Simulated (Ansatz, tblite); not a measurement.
# B(PH3)H3 (BPH6): charged states by level of theory

What does removing or adding an electron cost or gain for B(PH3)H3 (BPH6)? Each charged state is run at several levels.

Method: as each input shows; program: Ansatz 0.2.0, Gaussian basis.

Levels to be run: charge +1 doublet, at the geometry of the singlet (PBE0-D4/def2-TZVP, PBE-D4/def2-TZVP, r2SCAN-D4/def2-TZVP, CCSD(T)/def2-TZVPP); charge -1 doublet, at the geometry of the singlet (PBE0-D4/def2-TZVPD, PBE-D4/def2-TZVPD, r2SCAN-D4/def2-TZVPD, CCSD(T)/def2-TZVPD); the starting singlet's energies come from earlier runs.

**1. The geometry**

The geometry is that of the singlet, from an earlier relaxation (PBE0-D4/def2-TZVP).

8 atoms, charge 0, spin multiplicity 1.

Atoms are counted from 1 here; the program's logs count them from 0.

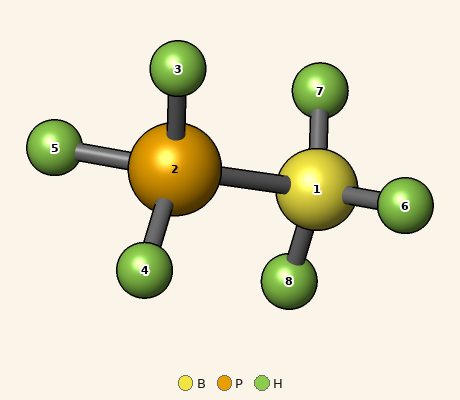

The structure; boron yellow, phosphorus amber, hydrogen green; atoms are numbered from 1 in the order of the file.

**2. Charge +1 doublet at the fixed geometry, PBE0-D4/def2-TZVP**

The input, in.yaml:

```yaml
crystal:
  periodic: [false, false, false]
  atoms:
    - {symbol: B, position_ang: [-0.004118, 0.009185, -1.095247]}
    - {symbol: P, position_ang: [0.002381, -0.006470, 0.815182]}
    - {symbol: H, position_ang: [0.691579, 1.024435, 1.482848]}
    - {symbol: H, position_ang: [0.559900, -1.124822, 1.464759]}
    - {symbol: H, position_ang: [-1.235622, 0.063821, 1.483038]}
    - {symbol: H, position_ang: [1.167755, -0.052590, -1.387021]}
    - {symbol: H, position_ang: [-0.535668, 1.058719, -1.374197]}
    - {symbol: H, position_ang: [-0.646197, -0.972278, -1.389351]}
basis:
  gaussian: {orbitals: def2-TZVP}
total_charge: 1
magnetization: {spin_polarized: true, initial_magnetization: 1}
hamiltonian: {xc: pbe0, dispersion: d4}
output: {orbitals: {seedname: orbitals}}
```

Started as:

```sh
> ansatz run in.yaml --threads 4 --pin off --events-out ev --progress --plain --max-ram 3916MiB
```

Log:

```text
Functional definition: PBE0
  name "PBE0"
  cite "Adamo & Barone, J. Chem. Phys. 110, 6158 (1999) doi:10.1063/1.478522"
  cite "Perdew, Burke & Ernzerhof, Phys. Rev. Lett. 77, 3865 (1996) doi:10.1103/PhysRevLett.77.3865"
  parent pbe
  parameter a = 0.25
  parameter kappa = 0.804
  parameter beta = 0.06672455060314922
  exchange = (1 - a)*pbe_x(kappa = kappa, mu = beta*pi^2/3) + a*exact_x
  correlation = pbe_c(beta = beta)
715 factors; their error is unknown
mean field evaluation 1: about -10041.8038 eV, gradient 2.8e1 eV
mean field evaluation 2: about -10041.5971 eV, gradient 2.7e1 eV
mean field evaluation 4: about -10047.0933 eV, gradient 1.6e0 eV
mean field evaluation 8: about -10047.1206 eV, gradient 1.6e-1 eV
mean field evaluation 16: about -10047.1322 eV, gradient 1.5e-2 eV
mean field evaluation 32: about -10047.0814 eV, gradient 2.8e-1 eV
mean field evaluation 64: about -10046.8676 eV, gradient 4.7e0 eV
mean field -10047.13272104 eV, -369.2253173069 hartree, gradient 3.3e-6 eV, S^2 0.757842; 8 other end points of the search recorded, 0 dependent functions left out
reference -10047.13275097 eV, -369.2253184069 hartree; 13, 12 occupied and 91, 92 virtual orbitals, 715 factors
Total energy: -10047.20035353 eV, -369.2278027553 hartree
```

Run time: 4.4 s. Hardware: 4 threads of Arm Neoverse V2, shared host.

HOMO -15.63 eV, LUMO -13.33 eV (over both spins); ⟨S²⟩ 0.758 (pure: 0.75).

**3. Charge +1 doublet at the fixed geometry, PBE-D4/def2-TZVP**

start.molden holds the orbitals of an earlier run on this state, given as this run's starting guess.

Edit in.yaml of step 2 so:

```diff
@@ -12,6 +12,7 @@
 basis:
-  gaussian: {orbitals: def2-TZVP}
+  gaussian: {orbitals: def2-TZVP, initial_orbitals: start.molden}
 total_charge: 1
 magnetization: {spin_polarized: true, initial_magnetization: 1}
-hamiltonian: {xc: pbe0, dispersion: d4}
+hamiltonian: {xc: pbe, dispersion: d4}
+scf: {omitted_lower_state_checks: [starts]}
 output: {orbitals: {seedname: orbitals}}
```

Same command.

Log:

```text
Functional definition: PBE
  name "PBE"
  cite "Perdew, Burke & Ernzerhof, Phys. Rev. Lett. 77, 3865 (1996) doi:10.1103/PhysRevLett.77.3865"
  parent pbe
  parameter kappa = 0.804
  parameter beta = 0.06672455060314922
  exchange = pbe_x(kappa = kappa, mu = beta*pi^2/3)
  correlation = pbe_c(beta = beta)
these checks for a lower state are left out or cut short: starts
703 factors; their error is unknown
mean field evaluation 1: about -10046.0534 eV, gradient 5.4e0 eV
mean field evaluation 2: about -10046.1189 eV, gradient 1.3e-1 eV
mean field evaluation 4: about -10046.1105 eV, gradient 1.4e-2 eV
mean field evaluation 8: about -10046.1105 eV, gradient 4.4e-5 eV
mean field -10046.11050353 eV, -369.1877515064 hartree, gradient 2.3e-5 eV, S^2 0.753690; 0 other end points of the search recorded, 0 dependent functions left out
reference -10046.11054398 eV, -369.1877529929 hartree; 13, 12 occupied and 91, 92 virtual orbitals, 703 factors
Total energy: -10046.19232905 eV, -369.1907585389 hartree
Checks for a lower state left out: starts
```

It took 0.9 s on 4 threads of Arm Neoverse V2, shared host.

Report: HOMO -14.39 eV, LUMO -14.21 eV (over both spins); ⟨S²⟩ 0.754 (pure: 0.75).

**4. Charge +1 doublet at the fixed geometry, r2SCAN-D4/def2-TZVP**

Edit in.yaml of step 3 so:

```diff
@@ -15,3 +15,3 @@
 magnetization: {spin_polarized: true, initial_magnetization: 1}
-hamiltonian: {xc: pbe, dispersion: d4}
+hamiltonian: {xc: r2scan, dispersion: d4}
 scf: {omitted_lower_state_checks: [starts]}
```

The command is unchanged.

Log:

```text
Functional definition: r2SCAN
  name "r2SCAN"
  cite "Furness, Kaplan, Ning, Perdew & Sun, J. Phys. Chem. Lett. 11, 8208 (2020) doi:10.1021/acs.jpclett.0c02405"
  cite "Furness, Kaplan, Ning, Perdew & Sun, J. Phys. Chem. Lett. 11, 9248 (2020) doi:10.1021/acs.jpclett.0c03077"
  parent r2scan
  parameter k0 = 0.174
  parameter k1 = 0.065
  parameter a1 = 4.9479
  exchange = r2scan_x(k0 = k0, k1 = k1, a1 = a1)
  correlation = r2scan_c
these checks for a lower state are left out or cut short: starts
703 factors; their error is unknown
mean field evaluation 1: about -10050.5949 eV, gradient 3.8e0 eV
mean field evaluation 2: about -10050.6222 eV, gradient 5.6e-2 eV
mean field evaluation 4: about -10050.6139 eV, gradient 8.2e-3 eV
mean field evaluation 8: about -10050.6139 eV, gradient 4.8e-5 eV
mean field -10050.61389507 eV, -369.3532480929 hartree, gradient 2.4e-5 eV, S^2 0.758767; 0 other end points of the search recorded, 0 dependent functions left out
reference -10050.61390931 eV, -369.3532486164 hartree; 13, 12 occupied and 91, 92 virtual orbitals, 703 factors
Total energy: -10050.63260720 eV, -369.3539357510 hartree
Checks for a lower state left out: starts
```

Run time: 1.8 s. Hardware: 4 threads of Arm Neoverse V2, shared host.

HOMO -14.67 eV, LUMO -14.08 eV (over both spins); ⟨S²⟩ 0.759 (pure: 0.75).

**5. Charge +1 doublet at the fixed geometry, CCSD(T)/def2-TZVPP**

Edit in.yaml of step 4 so:

```diff
@@ -12,7 +12,7 @@
 basis:
-  gaussian: {orbitals: def2-TZVP, initial_orbitals: start.molden}
+  gaussian: {orbitals: def2-TZVPP, initial_orbitals: start.molden}
 total_charge: 1
 magnetization: {spin_polarized: true, initial_magnetization: 1}
-hamiltonian: {xc: r2scan, dispersion: d4}
-scf: {omitted_lower_state_checks: [starts]}
+correlation: {method: ccsd_t}
+scf: {omitted_lower_state_checks: [starts, cluster_reference]}
 output: {orbitals: {seedname: orbitals}}
```

The command is unchanged.

Log (excerpt; [...] marks lines left out):

```text
Functional definition: HF
  name "HF"
  cite "Fock, Z. Phys. 61, 126 (1930) doi:10.1007/BF01340294"
  parent pbe
[...]
877 factors; integrals over basis functions are off by at most 1.2e-3 eV
[...]
mean field -10028.07360794 eV, -368.5249078194 hartree, gradient 2.8e-6 eV, S^2 0.760132; 0 other end points of the search recorded, 0 dependent functions left out
6 core orbitals not correlated: weight in the atoms' cores, before any rotation towards them, 1.000 or more for the frozen orbitals, at most 0.000 for the correlated occupied ones
reference -10028.07360794 eV, -368.5249078194 hartree; 7, 6 occupied and 144, 145 virtual orbitals, 877 factors
second order -7.36478734 eV of doubles, -0.00000000 eV of singles
cycle   1  -8.20869120 eV  change   -8.4e-1 eV  update   7.3e-2
[...]
cycle  17  -8.59274492 eV  change    3.9e-6 eV  update   1.0e-5
perturbative correction -0.30970760 eV, -0.0113815442 hartree
Total energy: -10036.97606045 eV, -368.8520669149 hartree
Checks for a lower state left out: starts, cluster_reference
```

Run time: 18 s. Hardware: 4 threads of Arm Neoverse V2, shared host; peak memory 2.4 GiB.

Report: Hartree-Fock HOMO -18.63 eV, LUMO -8.79 eV (over both spins); ⟨S²⟩ 0.760 (pure: 0.75); T1 0.054. Doubts: large T1 diagnostic.

**6. Vertical ionisation energy**

Charged state less starting state, singlet to doublet; the starting state's energies are those of its earlier runs.

| level | vertical ionisation energy (eV) | time |
| --- | --- | --- |
| HF/def2-TZVPP† | +10.28 |  |
| PBE-D4/def2-TZVP | +10.82 | 1.4 s |
| r2SCAN-D4/def2-TZVP | +10.89 | 2.6 s |
| PBE0-D4/def2-TZVP | +11.02 | 4.9 s |
| MP2/def2-TZVPP† | +11.28 |  |
| CCSD/def2-TZVPP† | +11.23 |  |
| CCSD(T)/def2-TZVPP† | +11.25 | 21 s |

Times add the two runs; a level without a time comes out of a correlated run. † marks a level with a doubtful state (flagged, unstable, out of aufbau order, or strongly spin-contaminated); such levels are left out of the summary. CCSD(T)/def2-TZVPP is no safe reference here (large T1 diagnostic).

Beside −ε(HOMO) of the starting state:

| level | −ε(HOMO) (eV) | by difference (eV) | mismatch (eV) |
| --- | --- | --- | --- |
| PBE-D4/def2-TZVP | 7.30 | 10.82 | -3.52 |
| r2SCAN-D4/def2-TZVP | 7.61 | 10.89 | -3.28 |
| PBE0-D4/def2-TZVP | 8.62 | 11.02 | -2.40 |

**7. Charge -1 doublet at the fixed geometry, PBE0-D4/def2-TZVPD**

Edit in.yaml of step 5 so:

```diff
@@ -12,7 +12,6 @@
 basis:
-  gaussian: {orbitals: def2-TZVPP, initial_orbitals: start.molden}
-total_charge: 1
+  gaussian: {orbitals: def2-TZVPD}
+total_charge: -1
 magnetization: {spin_polarized: true, initial_magnetization: 1}
-correlation: {method: ccsd_t}
-scf: {omitted_lower_state_checks: [starts, cluster_reference]}
+hamiltonian: {xc: pbe0, dispersion: d4}
 output: {orbitals: {seedname: orbitals}}
```

Same command.

Log (excerpt; [...] marks lines left out):

```text
Functional definition: PBE0
  name "PBE0"
  cite "Adamo & Barone, J. Chem. Phys. 110, 6158 (1999) doi:10.1063/1.478522"
  cite "Perdew, Burke & Ernzerhof, Phys. Rev. Lett. 77, 3865 (1996) doi:10.1103/PhysRevLett.77.3865"
  parent pbe
[...]
763 factors; their error is unknown
[...]
a density is far from that of the atoms, so the factors are made again for it
971 factors; integrals over basis functions are off by at most 1.1e-3 eV
mean field -10057.28495419 eV, -369.5984049938 hartree, gradient 9.7e-6 eV, S^2 0.750394; 0 other end points of the search recorded, 0 dependent functions left out
reference -10057.28498756 eV, -369.5984062201 hartree; 14, 13 occupied and 120, 121 virtual orbitals, 971 factors
Total energy: -10057.41572920 eV, -369.6032108867 hartree
```

Run time: 5.5 s. Hardware: 4 threads of Arm Neoverse V2, shared host.

Report: HOMO 1.90 eV, LUMO 3.19 eV (over both spins); ⟨S²⟩ 0.750 (pure: 0.75). Doubts: highest occupied level lies above zero.

**8. Charge -1 doublet at the fixed geometry, PBE-D4/def2-TZVPD**

Edit in.yaml of step 7 so:

```diff
@@ -12,6 +12,7 @@
 basis:
-  gaussian: {orbitals: def2-TZVPD}
+  gaussian: {orbitals: def2-TZVPD, initial_orbitals: start.molden}
 total_charge: -1
 magnetization: {spin_polarized: true, initial_magnetization: 1}
-hamiltonian: {xc: pbe0, dispersion: d4}
+hamiltonian: {xc: pbe, dispersion: d4}
+scf: {omitted_lower_state_checks: [starts]}
 output: {orbitals: {seedname: orbitals}}
```

Same command.

Log (excerpt; [...] marks lines left out):

```text
Functional definition: PBE
  name "PBE"
  cite "Perdew, Burke & Ernzerhof, Phys. Rev. Lett. 77, 3865 (1996) doi:10.1103/PhysRevLett.77.3865"
  parent pbe
[...]
746 factors; their error is unknown
[...]
a density is far from that of the atoms, so the factors are made again for it
967 factors; integrals over basis functions are off by at most 1.1e-3 eV
mean field -10056.16339966 eV, -369.5571886252 hartree, gradient 8.5e-6 eV, S^2 0.750310; 0 other end points of the search recorded, 0 dependent functions left out
reference -10056.16344347 eV, -369.5571902350 hartree; 14, 13 occupied and 120, 121 virtual orbitals, 967 factors
Total energy: -10056.32127236 eV, -369.5629903399 hartree
Checks for a lower state left out: starts
```

Wall time 3.6 s (4 threads of Arm Neoverse V2, shared host).

HOMO 2.20 eV, LUMO 2.70 eV (over both spins); ⟨S²⟩ 0.750 (pure: 0.75). Doubts: highest occupied level lies above zero.

**9. Charge -1 doublet at the fixed geometry, r2SCAN-D4/def2-TZVPD**

Edit in.yaml of step 8 so:

```diff
@@ -15,3 +15,3 @@
 magnetization: {spin_polarized: true, initial_magnetization: 1}
-hamiltonian: {xc: pbe, dispersion: d4}
+hamiltonian: {xc: r2scan, dispersion: d4}
 scf: {omitted_lower_state_checks: [starts]}
```

Same command.

Log (excerpt; [...] marks lines left out):

```text
Functional definition: r2SCAN
  name "r2SCAN"
  cite "Furness, Kaplan, Ning, Perdew & Sun, J. Phys. Chem. Lett. 11, 8208 (2020) doi:10.1021/acs.jpclett.0c02405"
  cite "Furness, Kaplan, Ning, Perdew & Sun, J. Phys. Chem. Lett. 11, 9248 (2020) doi:10.1021/acs.jpclett.0c03077"
  parent r2scan
[...]
746 factors; their error is unknown
[...]
a density is far from that of the atoms, so the factors are made again for it
968 factors; integrals over basis functions are off by at most 1.1e-3 eV
[...]
mean field -10060.63524469 eV, -369.7215258987 hartree, gradient 1.3e-5 eV, S^2 0.751142; 0 other end points of the search recorded, 0 dependent functions left out
reference -10060.63526894 eV, -369.7215267900 hartree; 14, 13 occupied and 120, 121 virtual orbitals, 968 factors
Total energy: -10060.67291901 eV, -369.7229104045 hartree
Checks for a lower state left out: starts
```

It took 6.5 s on 4 threads of Arm Neoverse V2, shared host.

From the report: HOMO 2.23 eV, LUMO 3.00 eV (over both spins); ⟨S²⟩ 0.751 (pure: 0.75). Doubts: highest occupied level lies above zero.

**10. Charge -1 doublet at the fixed geometry, CCSD(T)/def2-TZVPD**

Edit in.yaml of step 9 so:

```diff
@@ -15,4 +15,4 @@
 magnetization: {spin_polarized: true, initial_magnetization: 1}
-hamiltonian: {xc: r2scan, dispersion: d4}
-scf: {omitted_lower_state_checks: [starts]}
+correlation: {method: ccsd_t}
+scf: {omitted_lower_state_checks: [starts, cluster_reference]}
 output: {orbitals: {seedname: orbitals}}
```

Launched as before.

Log (excerpt; [...] marks lines left out):

```text
Functional definition: HF
  name "HF"
  cite "Fock, Z. Phys. 61, 126 (1930) doi:10.1007/BF01340294"
  parent pbe
[...]
950 factors; integrals over basis functions are off by at most 1.1e-3 eV
[...]
a density is far from that of the atoms, so the factors are made again for it
976 factors; integrals over basis functions are off by at most 1.1e-3 eV
[...]
mean field -10036.92172624 eV, -368.8500701695 hartree, gradient 4.3e-6 eV, S^2 0.750974; 1 other end points of the search recorded, 0 dependent functions left out
6 core orbitals not correlated: weight in the atoms' cores, before any rotation towards them, 1.000 or more for the frozen orbitals, at most 0.000 for the correlated occupied ones
reference -10036.92172624 eV, -368.8500701695 hartree; 8, 7 occupied and 120, 121 virtual orbitals, 976 factors
second order -8.29461581 eV of doubles, -0.00000000 eV of singles
cycle   1  -9.20184862 eV  change   -9.1e-1 eV  update   8.8e-2
[...]
cycle  13  -9.57226202 eV  change   -3.0e-6 eV  update   8.7e-6
perturbative correction -0.36650453 eV, -0.0134687932 hartree
Total energy: -10046.86049279 eV, -369.2153131035 hartree
Checks for a lower state left out: starts, cluster_reference
```

It took 12 s on 4 threads of Arm Neoverse V2, shared host; peak memory 1.6 GiB.

Hartree-Fock HOMO 1.35 eV, LUMO 4.53 eV (over both spins); ⟨S²⟩ 0.751 (pure: 0.75); T1 0.026. Doubts: highest occupied level lies above zero.

**11. Vertical electron affinity**

Starting state less charged state (positive: the electron is bound), singlet to doublet; the starting state's energies are those of its earlier runs.

| method | vertical electron affinity (eV) | from CCSD(T)/def2-TZVPD (eV) | time |
| --- | --- | --- | --- |
| HF/def2-TZVPD | -1.40 | -0.43 |  |
| PBE-D4/def2-TZVPD | -0.70 | +0.27 | 4.2 s |
| r2SCAN-D4/def2-TZVPD | -0.86 | +0.11 | 7.6 s |
| PBE0-D4/def2-TZVPD | -0.81 | +0.16 | 6.1 s |
| MP2/def2-TZVPD | -1.03 | -0.06 |  |
| CCSD/def2-TZVPD | -1.02 | -0.05 |  |
| CCSD(T)/def2-TZVPD | -0.97 | 0 | 15 s |

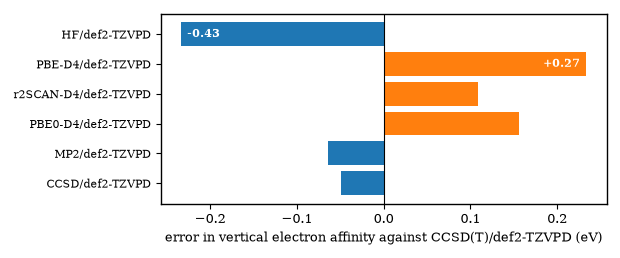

Deviations from CCSD(T)/def2-TZVPD, method by method. Bars with a number in them are cut short.

Times add the two runs; a level without a time comes out of a correlated run.

Beside −ε(LUMO) of the starting state:

| level | −ε(LUMO) (eV) | by difference (eV) | mismatch (eV) |
| --- | --- | --- | --- |
| PBE-D4/def2-TZVPD | 0.85 | -0.70 | +1.55 |
| r2SCAN-D4/def2-TZVPD | 0.17 | -0.86 | +1.03 |
| PBE0-D4/def2-TZVPD | 0.20 | -0.81 | +1.01 |

**12. Results**

```
                                             quantity                                   value
 vertical ionisation energy, functionals in def2-TZVP    10.82 (PBE-D4) to 11.02 eV (PBE0-D4)
vertical electron affinity, functionals in def2-TZVPD  -0.86 (r2SCAN-D4) to -0.70 eV (PBE-D4)
       vertical electron affinity, CCSD(T)/def2-TZVPD                                -0.97 eV
```

In words: The vertical ionisation energy spans 10.82 to 11.02 eV over the functionals. −ε(HOMO) misses the level's own difference by -2.40 eV at best (PBE0-D4) and -3.52 eV at worst (PBE-D4). The vertical electron affinity spans -0.86 to -0.70 eV over the functionals, beside -0.97 eV from CCSD(T)/def2-TZVPD. A negative affinity means an unbound electron, held by the basis alone. −ε(LUMO) misses the level's own difference by +1.01 eV at best (PBE0-D4) and +1.55 eV at worst (PBE-D4). CCSD(T)/def2-TZVPD isn't at the basis-set limit; small misses against it rank nothing.
